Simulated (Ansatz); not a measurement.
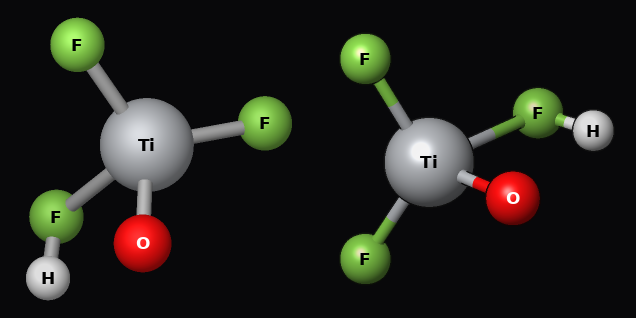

The same structure drawn twice, from different directions.

The species is neutral and a spin singlet. Computed geometry: PBE0-D4/def2-TZVP optimisation.

What does the picture show?

Formula F3HOTi. This geometry has Cs symmetry. Coordination, clear cases only: 1 F bent.

The parts below concern this one geometry. Atoms keep their numbers from picture to picture.

### Shape

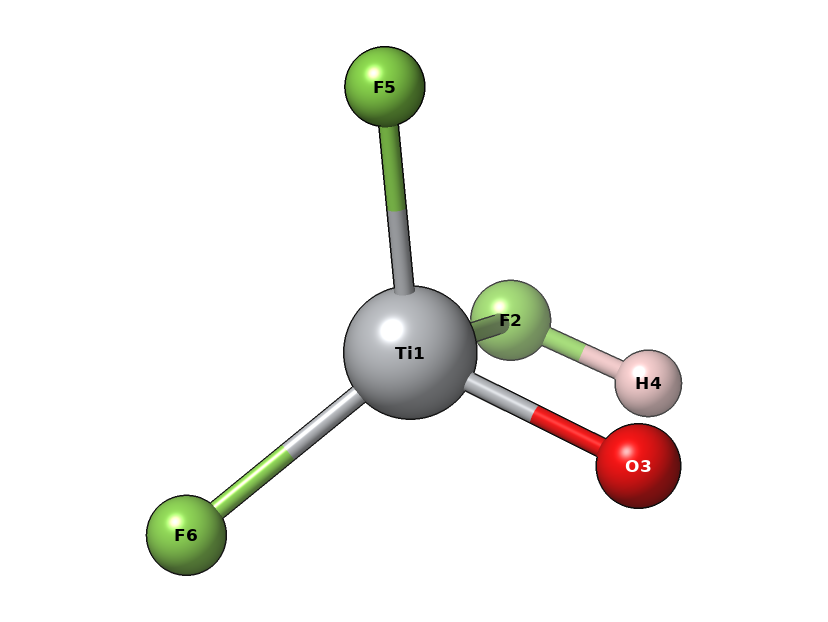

F2 lies behind Ti1. The molecule seen a little off the Ti1–F2 bond, Ti1 in front. Depth is shown by fading: the farther an atom, the more it takes the colour of the background.

What is the torsion angle F5–Ti1–F2–H4? The sign is positive where the front bond must turn clockwise to cover the back bond.

Answer. 114°, anticlinal.

### Electronic properties

Properties computed with RKS PBE0-D4/def2-TZVPP (Ansatz 0.2.0).

Computed properties:

- HOMO energy (Kohn–Sham orbital): −9.41 eV
- LUMO energy (Kohn–Sham orbital): −2.07 eV
- HOMO–LUMO gap: 7.35 eV

### Vibrations

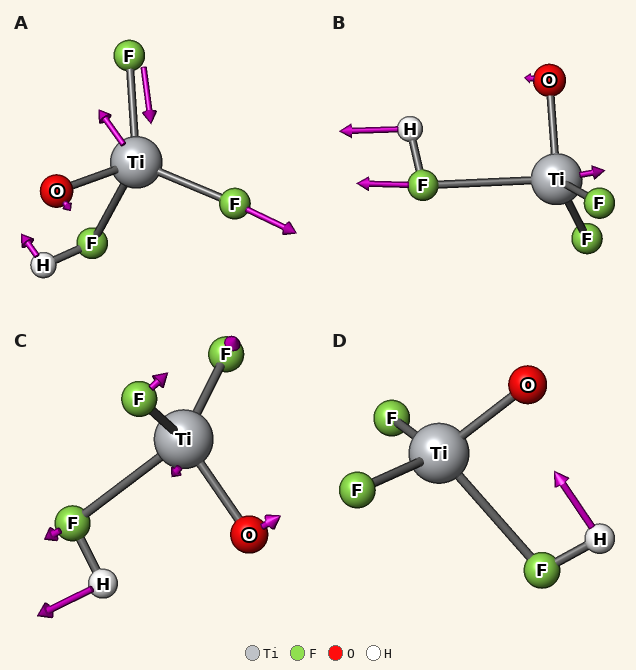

4 normal modes of one molecule or complex, as arrows. Harmonic vibrations computed with RKS PBE0-D4/def2-TZVP (Ansatz 0.2.0) at a stationary point of the same level.

Match the panels to the wavenumbers 157 cm⁻¹, 324 cm⁻¹, 545 cm⁻¹, 776 cm⁻¹.

Answer. A: 776 cm⁻¹, out-of-phase stretching of 2 Ti–F bonds
B: 324 cm⁻¹, Ti–F stretching
C: 157 cm⁻¹, angle bending
D: 545 cm⁻¹, H–F–Ti bending

### Charges

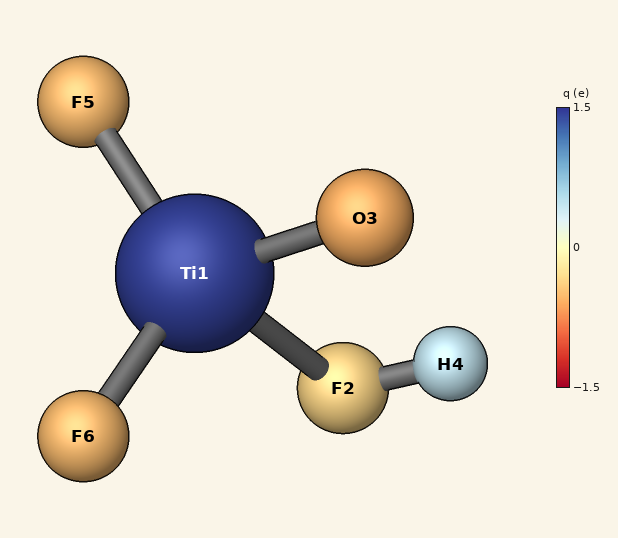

Atoms are coloured by their Mulliken charges. Method: RKS PBE0-D4/def2-TZVP (Ansatz 0.2.0).

Give the Mulliken charges atom by atom.

| atom | value (e) |
| --- | --- |
| Ti1 | 1.44 |
| F2 | −0.35 |
| O3 | −0.57 |
| H4 | 0.47 |
| F5 | −0.50 |
| F6 | −0.50 |

### Dipole moment

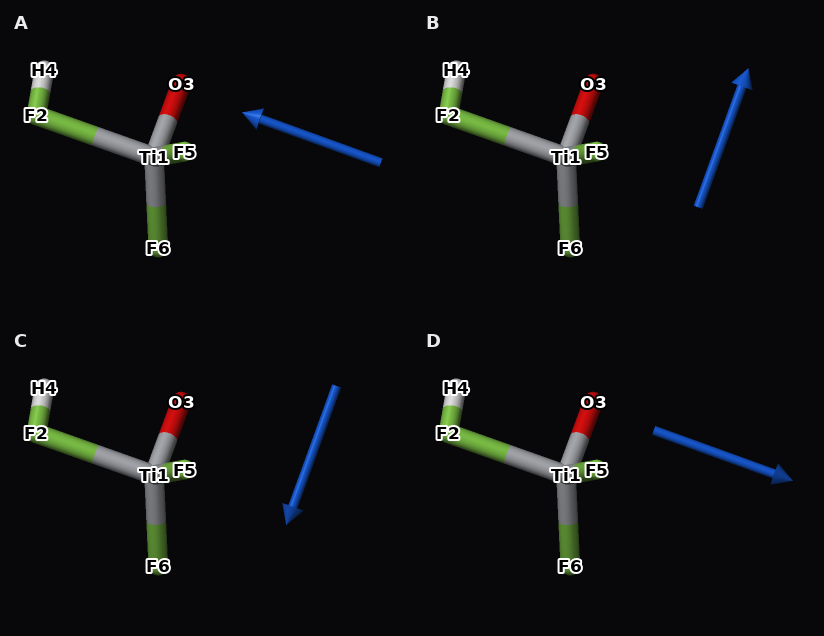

The same molecule four times, each with an arrow. Properties computed with RKS PBE0-D4/def2-TZVP (Ansatz 0.2.0).

Which arrow points along the dipole moment, from the negative to the positive end?

Answer. A. The dipole moment is 4.02 D; it points from the side of F5, F6 to the side of H4 (the outermost atoms at the two ends).

Mulliken values depend strongly on the basis set and can even reverse the polarity of a bond.
